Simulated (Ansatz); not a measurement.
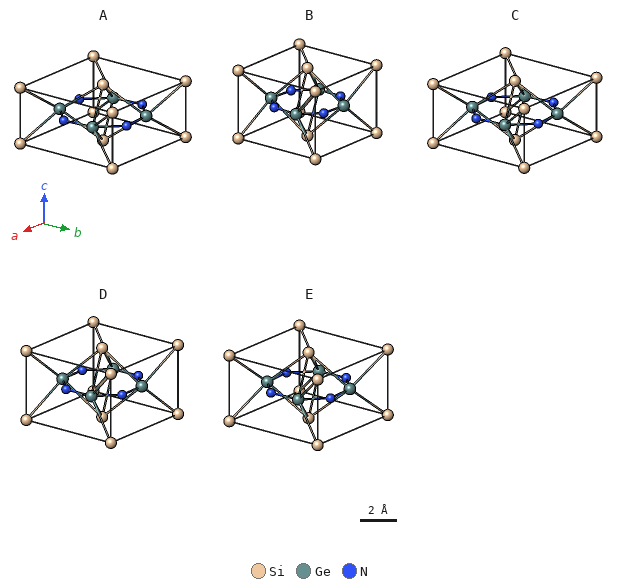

5 geometries from one relaxation of crystalline SiGe2N2 (built on the LaB2C2 type) (coarse preliminary run), in shuffled order. A ball-and-stick model of the cell of the calculation, seen from a free direction.

Case: LaB2C2 type (P4/mbm, No. 127).

These are results of DFT PBE, scalar-relativistic, plane waves, PAW in Ansatz 0.2.0, not measurements. Settings: plane-wave cutoff 420 eV; k-point mesh 4 × 4 × 4; occupations gaussian; smearing width 0.1 eV; no spin polarisation; cell and atoms relaxed; force threshold 0.04 eV/Å; at most 70 steps.

Question: Put them in the order of the run, from the start to the converged end.

Answer: B, D, E, C, A. They are steps 0, 2, 3, 5, 11, at +1657 meV per atom, +346 meV per atom, +130 meV per atom, +57.5 meV per atom relative to the last. After 9 accepted moves (11 points after the start) the energy has fallen by 1657 meV per atom. The largest force component goes from 3.2 to 0.026 eV/Å. The pressure goes from 91.82 to 0.12 GPa. The SCF was repeated twice at an unchanged geometry on a basis and grid sized afresh for the cell, which shifted the energy by 44.8 meV per atom at most. The largest moves relative to the cell, 0.23 Å, are those of N atoms. By element the largest moves are N 0.23 Å, Ge 0.19 Å. Si stays in place. The drawn cell changes as follows: a = b 5.497 → 6.583 Å (+19.8 %), c 4.028 → 3.321 Å (−17.6 %); the volume changes by +18.3 %. Near-neighbour distances that change, for instance: Ge–Ge 2.156 → 2.957 Å, Ge–N 1.564 → 1.912 Å, Ge–N 1.647 → 1.946 Å, Ge–Si 2.929 → 2.982 Å. Among the angles between lasting bonds that change: N–Ge–N 98.2° → 81.1°, Ge–N–Ge 81.8° → 98.9°, N–Ge–N 130.9° → 139.4°. The space group stays P4/mbm (No. 127).

Limits of the set-up: the k-point mesh is coarse for a cell with partly filled bands.
